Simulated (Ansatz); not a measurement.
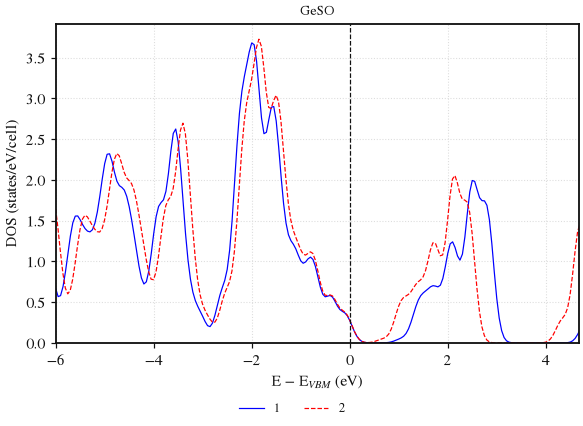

Total densities of states of GeSO (slab), 3 atoms in the cell, 1T monolayer (Janus) type, by two methods on the same cell. The curves are built from the levels of the k mesh with Gaussians 0.3 eV wide, which also blur the band edges. Each is counted from its own valence-band top.

**Which curve is which? The methods: r2SCAN, PBE.**

1 is r2SCAN; 2 is PBE. r2SCAN gives a gap of 1.05 eV and PBE gives a gap of 0.68 eV.

Settings. r2SCAN: DFT, r2SCAN, plane waves, PAW, no spin polarisation, 12×12×1 k mesh, 500 eV cutoff (Ansatz). PBE: DFT, PBE, plane waves, PAW, no spin polarisation, 12×12×1 k mesh, 420 eV cutoff (Ansatz).
